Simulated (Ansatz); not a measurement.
**A computed series for hypothetical I4/mmm MgB2: response to strain**

Take MgB2 (space group I4/mmm, No. 139; a = 2.664 Å, c = 8.354 Å; a hypothetical phase, not in the database extracts checked; relaxed with 0.1 eV smearing) as the base.

Strains are applied to the cell and any free atomic positions relax.

Computed with Kohn–Sham DFT with the PBEsol functional, run in Ansatz (a program for electronic structure) with PAW and 420 eV plane waves, no SOC.

Notes on the quantities. pressure: mean of the normal stresses, compression positive.

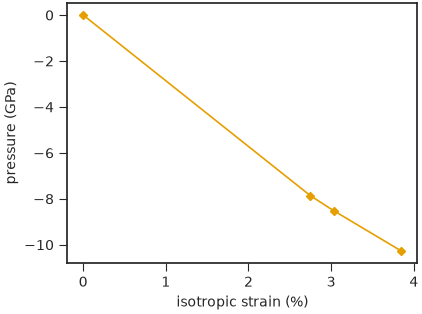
Pressure against isotropic strain

Question: From the plot, what is the pressure for isotropic strain +3.03 %?

Answer: About -8.5 GPa.

Question: Is the trend monotonic over the range shown?

Answer: Yes, it falls throughout, spanning -10.3 GPa to 0.0 GPa.

Stability against distortions was not tested. The final runs are not spin-polarised.
